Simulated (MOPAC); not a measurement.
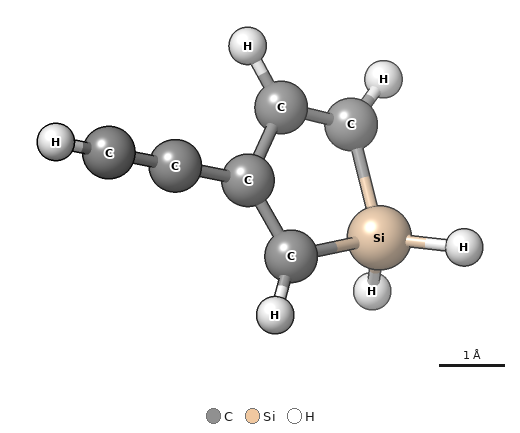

Fig. 1: The input geometry (ball-and-stick view, seen at a tilt). Bond lengths as drawn: C–C 1.28 to 1.49 Å, C–H 1.02 to 1.09 Å, C–Si 1.83 Å and H–Si 1.45 Å.

## C$_{6}$H$_{6}$Si (charge −1): geometry relaxation (part 1 of 3)

C$_{6}$H$_{6}$Si, charge −1, multiplicity 2, computed with PM7, ROHF, dispersion built in (MOPAC 23.2.5).

The starting geometry was optimised with PM7.

**What the program printed**
```
MOPAC v23.2.5
PM7 CALCULATION RESULTS

 *  PM7        - The PM7 Hamiltonian to be used
 *  DOUBLET    - SPIN STATE DEFINED AS A DOUBLET
 *  RHF        - RESTRICTED HARTREE-FOCK CALCULATION
 *
 *
 *
 *                 CHARGE ON SYSTEM = -1
 *
 *
 *
 *  OPEN(M,N)  - THERE ARE 1 ELECTRONS IN 1 LEVELS
 *  THREADS=1  - MULTI-THREADING NOT USED
 *  CYCLES=    - DO A MAXIMUM OF 200 STEPS
 *  GNORM      - EXIT WHEN GRADIENT NORM DROPS BELOW 0.050
 *  AUX        - OUTPUT AUXILIARY INFORMATION
PM7 DOUBLET GNORM=0.05 RHF CYCLES=200 OPEN(1,1) CHARGE=-1 AUX(PRECISION=6) THREADS=1

   ATOM   CHEMICAL          X               Y               Z
  NUMBER   SYMBOL      (ANGSTROMS)     (ANGSTROMS)     (ANGSTROMS)

     1       C          3.28698800  *   0.19194400  *  -0.19658800  *
     2       C          2.01308600  *   0.07598800  *  -0.13099900  *
     3       C          0.62075200  *  -0.05109200  *  -0.05941600  *
     4       C         -0.05740200  *  -1.21739000  *  -0.18092700  *
     5      Si         -1.82853000  *  -0.78670000  *  -0.00641700  *
     6       C         -1.52805900  *   1.00652500  *   0.22888300  *
     7       C         -0.19481400  *   1.17733400  *   0.16718900  *
     8       H          4.30265200  *   0.28509200  *  -0.24870800  *
     9       H          0.38546200  *  -2.19281000  *  -0.34751800  *
    10       H         -2.59508500  *  -1.07154800  *  -1.20698500  *
    11       H         -2.44465100  *  -1.40652200  *   1.15386200  *
    12       H         -2.26424600  *   1.78642300  *   0.38717100  *
    13       H          0.32611100  *   2.12485300  *   0.26787800  *

          CARTESIAN COORDINATES

    NO.       ATOM           X           Y           Z

     1         C          3.2870      0.1919     -0.1966
     2         C          2.0131      0.0760     -0.1310
     3         C          0.6208     -0.0511     -0.0594
     4         C         -0.0574     -1.2174     -0.1809
     5        Si         -1.8285     -0.7867     -0.0064
     6         C         -1.5281      1.0065      0.2289
     7         C         -0.1948      1.1773      0.1672
     8         H          4.3027      0.2851     -0.2487
     9         H          0.3855     -2.1928     -0.3475
    10         H         -2.5951     -1.0715     -1.2070
    11         H         -2.4447     -1.4065      1.1539
    12         H         -2.2642      1.7864      0.3872
    13         H          0.3261      2.1249      0.2679

           Empirical Formula: C6 H6 Si  =    13 atoms

      MOLECULAR POINT GROUP   :   Cs

 DOUBLET STATE CALCULATION

      THERE ARE   17 DOUBLY FILLED LEVELS

      RHF CALCULATION, NO. OF DOUBLY OCCUPIED LEVELS = 17

                       NO. OF SINGLY OCCUPIED LEVELS =    1

          Geometry optimization using EF

          DIAGONAL MATRIX USED AS START HESSIAN
```

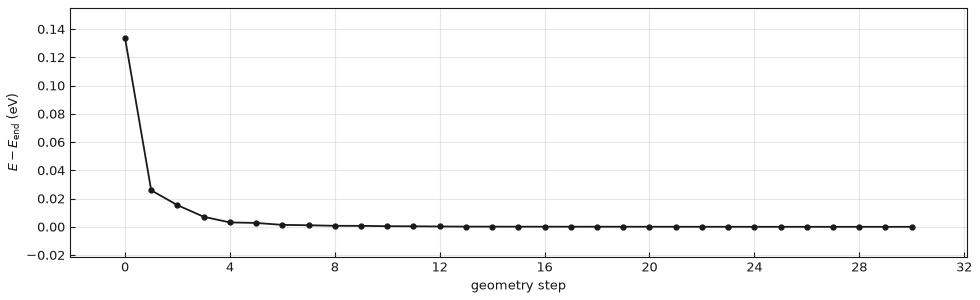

Fig. 2: Progress of the relaxation, step by step (steps are counted from 0).

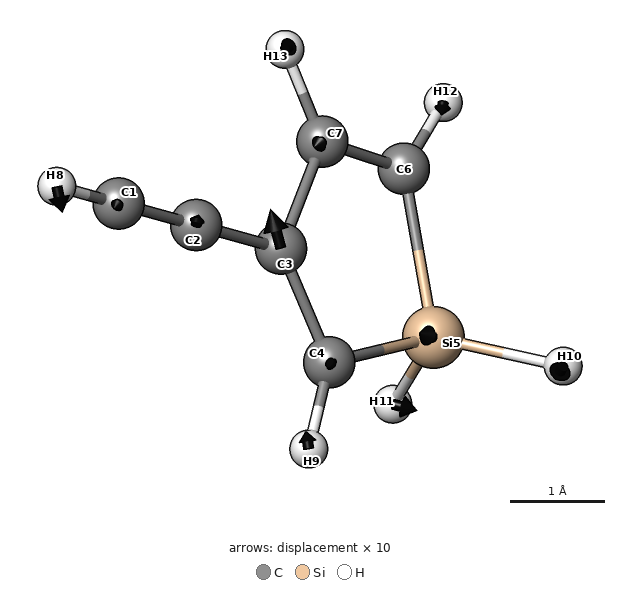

Fig. 3: The starting structure with the displacements as black arrows, magnified 10 times (ball-and-stick view, seen at a tilt). The two geometries are laid on each other by the best rigid fit. Over 30 geometry steps the energy falls by 0.134 eV. Largest force component: 3.3 eV/Å at the start, 0.00055 eV/Å at the end. The largest move after the best rigid fit is that of C3, 0.044 Å. By element the largest moves are C 0.044 Å, H 0.029 Å, Si 0.024 Å. Distances before and after: C3–C4 1.355 → 1.406 Å, C3–C7 1.492 → 1.449 Å, C4–Si5 1.831 → 1.800 Å, C2–C3 1.400 → 1.379 Å. Among the angles that change: H10–Si5–H11 110.7° → 107.2°, C2–C3–C7 118.5° → 120.7°, C6–C7–H13 125.6° → 123.4°. (Atoms are counted from 1 in the order of the input.)

```
 CYCLE:     1 TIME:   0.070 TIME LEFT:  2.00D  GRAD.:   128.454 HEAT:  61.14223
 CYCLE:     2 TIME:   0.203 TIME LEFT:  2.00D  GRAD.:    75.767 HEAT:  58.65102
 CYCLE:     3 TIME:   0.195 TIME LEFT:  2.00D  GRAD.:    31.849 HEAT:  58.40920
 CYCLE:     4 TIME:   0.062 TIME LEFT:  2.00D  GRAD.:    15.245 HEAT:  58.21968
 CYCLE:     5 TIME:   0.066 TIME LEFT:  2.00D  GRAD.:     9.460 HEAT:  58.12724
 CYCLE:     6 TIME:   0.066 TIME LEFT:  2.00D  GRAD.:    11.843 HEAT:  58.11858
 CYCLE:     7 TIME:   0.062 TIME LEFT:  2.00D  GRAD.:     3.518 HEAT:  58.08714
 CYCLE:     8 TIME:   0.062 TIME LEFT:  2.00D  GRAD.:     4.457 HEAT:  58.08084
 CYCLE:     9 TIME:   0.066 TIME LEFT:  2.00D  GRAD.:     3.064 HEAT:  58.07206
 CYCLE:    10 TIME:   0.062 TIME LEFT:  2.00D  GRAD.:     4.526 HEAT:  58.07100
 CYCLE:    11 TIME:   0.066 TIME LEFT:  2.00D  GRAD.:     1.905 HEAT:  58.06563
 CYCLE:    12 TIME:   0.062 TIME LEFT:  2.00D  GRAD.:     2.129 HEAT:  58.06364
 CYCLE:    13 TIME:   0.062 TIME LEFT:  2.00D  GRAD.:     1.127 HEAT:  58.06073
 CYCLE:    14 TIME:   0.062 TIME LEFT:  2.00D  GRAD.:     1.247 HEAT:  58.05868
 CYCLE:    15 TIME:   0.066 TIME LEFT:  2.00D  GRAD.:     0.785 HEAT:  58.05820
 CYCLE:    16 TIME:   0.062 TIME LEFT:  2.00D  GRAD.:     0.389 HEAT:  58.05752
 CYCLE:    17 TIME:   0.062 TIME LEFT:  2.00D  GRAD.:     0.408 HEAT:  58.05735
 CYCLE:    18 TIME:   0.062 TIME LEFT:  2.00D  GRAD.:     0.446 HEAT:  58.05713
 CYCLE:    19 TIME:   0.062 TIME LEFT:  2.00D  GRAD.:     0.401 HEAT:  58.05681
 CYCLE:    20 TIME:   0.066 TIME LEFT:  2.00D  GRAD.:     0.299 HEAT:  58.05663
 CYCLE:    21 TIME:   0.062 TIME LEFT:  2.00D  GRAD.:     0.233 HEAT:  58.05640
 CYCLE:    22 TIME:   0.062 TIME LEFT:  2.00D  GRAD.:     0.317 HEAT:  58.05616
 CYCLE:    23 TIME:   0.062 TIME LEFT:  2.00D  GRAD.:     0.322 HEAT:  58.05589
 CYCLE:    24 TIME:   0.062 TIME LEFT:  2.00D  GRAD.:     0.276 HEAT:  58.05566
 CYCLE:    25 TIME:   0.066 TIME LEFT:  2.00D  GRAD.:     0.195 HEAT:  58.05550
 CYCLE:    26 TIME:   0.062 TIME LEFT:  2.00D  GRAD.:     0.188 HEAT:  58.05532
 CYCLE:    27 TIME:   0.066 TIME LEFT:  2.00D  GRAD.:     0.166 HEAT:  58.05522
 CYCLE:    28 TIME:   0.062 TIME LEFT:  2.00D  GRAD.:     0.073 HEAT:  58.05517
 CYCLE:    29 TIME:   0.059 TIME LEFT:  2.00D  GRAD.:     0.062 HEAT:  58.05510
 CYCLE:    30 TIME:   0.062 TIME LEFT:  2.00D  GRAD.:     0.076 HEAT:  58.05515
 CYCLE:    31 TIME:   0.062 TIME LEFT:  2.00D  GRAD.:     0.033 HEAT:  58.05508

     GRADIENT =  0.03288 IS LESS THAN CUTOFF =  0.05000

 -------------------------------------------------------------------------------
 PM7 DOUBLET GNORM=0.05 RHF CYCLES=200 OPEN(1,1) CHARGE=-1 AUX(PRECISION=6) THREADS=1

     GEOMETRY OPTIMISED USING EIGENVECTOR FOLLOWING (EF).
     SCF FIELD WAS ACHIEVED

                              PM7 CALCULATION

          FINAL HEAT OF FORMATION =         58.05507 KCAL/MOL =     242.90243 KJ/MOL

          COSMO AREA              =        154.50 SQUARE ANGSTROMS
          COSMO VOLUME            =        149.98 CUBIC ANGSTROMS

          GRADIENT NORM           =          0.03288          =       0.00912 PER ATOM
          IONIZATION POTENTIAL    =          1.595295 EV          STATE:   1 DOUBLET A"
          HOMO (SOMO) LUMO (EV)   =       -4.083 (  1.577)  5.319
          NO. OF FILLED LEVELS    =         17
          AND NO. OF OPEN LEVELS  =          1
          MOLECULAR WEIGHT        =        106.1989         POINT GROUP:  Cs

          MOLECULAR DIMENSIONS (Angstroms)

            Atom       Atom       Distance
            H    11    H     8     7.09500
            H    12    H     9     4.48268
            H     8    H    10     2.30595

          SCF CALCULATIONS        =         36

          WALL-CLOCK TIME         =      2.262 SECONDS
          COMPUTATION TIME        =      2.258 SECONDS

   ATOM   CHEMICAL          X               Y               Z
  NUMBER   SYMBOL      (ANGSTROMS)     (ANGSTROMS)     (ANGSTROMS)

     1       C          3.29070513  *   0.18129862  *  -0.19842496  *
     2       C          2.00306829  *   0.08404499  *  -0.12919104  *
     3       C          0.62936685  *  -0.01223912  *  -0.05434160  *
     4       C         -0.07213690  *  -1.22413014  *  -0.18093818  *
     5      Si         -1.80953840  *  -0.78586105  *  -0.00754503  *
     6       C         -1.53483685  *   1.00043164  *   0.22833398  *
     7       C         -0.18418453  *   1.16710222  *   0.16519330  *
     8       H          4.29187939  *   0.25164065  *  -0.25297354  *
     9       H          0.38240743  *  -2.17601298  *  -0.34486690  *
    10       H         -2.61222595  *  -1.08604102  *  -1.18460074  *
    11       H         -2.46444048  *  -1.41466091  *   1.13069495  *
    12       H         -2.26322427  *   1.77020797  *   0.38439255  *
    13       H          0.30517554  *   2.13036097  *   0.27041433  *

                             CARTESIAN COORDINATES

   1    C        3.290705135     0.181298623    -0.198424959
   2    C        2.003068290     0.084044994    -0.129191040
   3    C        0.629366847    -0.012239124    -0.054341604
   4    C       -0.072136897    -1.224130144    -0.180938178
   5   Si       -1.809538395    -0.785861052    -0.007545032
   6    C       -1.534836845     1.000431636     0.228333982
   7    C       -0.184184531     1.167102218     0.165193302
   8    H        4.291879394     0.251640651    -0.252973537
   9    H        0.382407432    -2.176012977    -0.344866897
  10    H       -2.612225949    -1.086041016    -1.184600740
  11    H       -2.464440482    -1.414660915     1.130694950
  12    H       -2.263224273     1.770207967     0.384392551
  13    H        0.305175538     2.130360973     0.270414325

           Empirical Formula: C6 H6 Si  =    13 atoms

      MOLECULAR POINT GROUP   :   Cs

                  EIGENVALUES
 -24.83339 -20.93219 -19.17659 -17.15131 -14.46961 -12.59555 -12.06758 -11.44070
  -9.00161  -8.74183  -8.60923  -7.63941  -6.63707  -6.48318  -5.84490  -5.71153
  -4.08318   1.57673   5.31899   5.84726   6.45065   7.19211   7.20163   7.54259
   9.60785   9.65220  10.30139  10.70597  10.99181  11.06287  11.19147  11.54400
  11.77759  13.21499  27.06182  27.43793  27.76423  27.89310  28.52359

              NET ATOMIC CHARGES AND DIPOLE CONTRIBUTIONS

  ATOM NO.   TYPE          CHARGE      No. of ELECS.   s-Pop       p-Pop       d-Pop
    1          C          -0.475006        4.4750     1.11643     3.35858
    2          C           0.030767        3.9692     1.12741     2.84183
    3          C          -0.075812        4.0758     1.02498     3.05083
    4          C          -0.500882        4.5009     1.06705     3.43384
    5         Si           0.046388        3.9536     0.84986     2.91616     0.18760
    6          C          -0.458263        4.4583     1.08074     3.37752
    7          C          -0.077290        4.0773     1.07653     3.00076
    8          H           0.151381        0.8486     0.84862
    9          H           0.129741        0.8703     0.87026
   10          H          -0.000754        1.0008     1.00075
   11          H          -0.000759        1.0008     1.00076
   12          H           0.122823        0.8772     0.87718
   13          H           0.107668        0.8923     0.89233
 DIPOLE           X         Y         Z       TOTAL
 POINT-CHG.    -2.185     0.348     0.190     2.221
 HYBRID         0.785     0.541     0.026     0.954
 SUM           -1.400     0.888     0.216     1.672

          ATOMIC ORBITAL ELECTRON POPULATIONS

     Atom    s        px        py        pz      x^2-y^2     xz        z^2       yz        xy
    1  C   1.11643   1.01922   1.09924   1.24012
    2  C   1.12741   0.96633   0.92375   0.95175
    3  C   1.02498   0.91942   0.99171   1.13971
    4  C   1.06705   1.05688   1.03305   1.34391
    5 Si   0.84986   0.97105   0.91248   1.03263   0.04475   0.04933   0.02432   0.02869   0.04052
    6  C   1.08074   1.03680   1.11698   1.22374
    7  C   1.07653   0.99521   1.02266   0.98289
    8  H   0.84862
    9  H   0.87026
   10  H   1.00075
   11  H   1.00076
   12  H   0.87718
   13  H   0.89233

 *                    *
 * JOB ENDED NORMALLY *
 *                    *

 TOTAL JOB TIME:             2.26 SECONDS

 == MOPAC DONE ==
```

**Trajectory as extended XYZ (Å, eV, eV/Å), 31 frames, from step=0 to step=30**
```
13
Properties=species:S:1:pos:R:3:forces:R:3 step=0 energy=2.65138
C     3.2870    0.1919   -0.1966    1.1443   0.1299  -0.0550
C     2.0131    0.0760   -0.1310   -1.7063  -0.1490   0.0885
C     0.6208   -0.0511   -0.0594    1.6160   3.2598   0.3582
C    -0.0574   -1.2174   -0.1809   -1.5131  -2.3433  -0.2349
Si   -1.8285   -0.7867   -0.0064    0.6954   0.1385  -0.0250
C    -1.5281    1.0065    0.2289   -1.0802   0.0517   0.0768
C    -0.1948    1.1773    0.1672    1.5703  -0.9594  -0.2373
H     4.3027    0.2851   -0.2487   -0.4137  -0.0437   0.0203
H     0.3855   -2.1928   -0.3475   -0.2059   0.3136   0.0577
H    -2.5951   -1.0715   -1.2070   -0.0912  -0.0451   0.0374
H    -2.4447   -1.4065    1.1539   -0.0953  -0.0351  -0.0365
H    -2.2642    1.7864    0.3872    0.1618  -0.2208  -0.0423
H     0.3261    2.1249    0.2679   -0.0822  -0.0973  -0.0082
13
Properties=species:S:1:pos:R:3:forces:R:3 step=1 energy=2.54335
C     3.2954    0.1926   -0.1973   -1.9176  -0.1704   0.1023
C     1.9987    0.0741   -0.1300    2.3665   0.2765  -0.1149
C     0.6329   -0.0199   -0.0554   -0.6581  -0.2133   0.0065
C    -0.0704   -1.2402   -0.1835   -0.1611   0.5662   0.0930
Si   -1.8243   -0.7852   -0.0066    0.5215   0.0804  -0.0185
C    -1.5374    1.0071    0.2299    0.2979  -0.0246  -0.0292
C    -0.1829    1.1679    0.1646   -0.1004  -0.3189  -0.0286
H     4.2991    0.2844   -0.2485   -0.1550  -0.0374   0.0038
H     0.3835   -2.1898   -0.3469   -0.0273   0.0004   0.0013
H    -2.5961   -1.0719   -1.2065   -0.0654  -0.0285   0.0719
H    -2.4457   -1.4068    1.1535   -0.0725  -0.0086  -0.0705
H    -2.2631    1.7843    0.3868    0.0759  -0.0899  -0.0169
H     0.3253    2.1238    0.2678   -0.1046  -0.0318  -0.0001
```
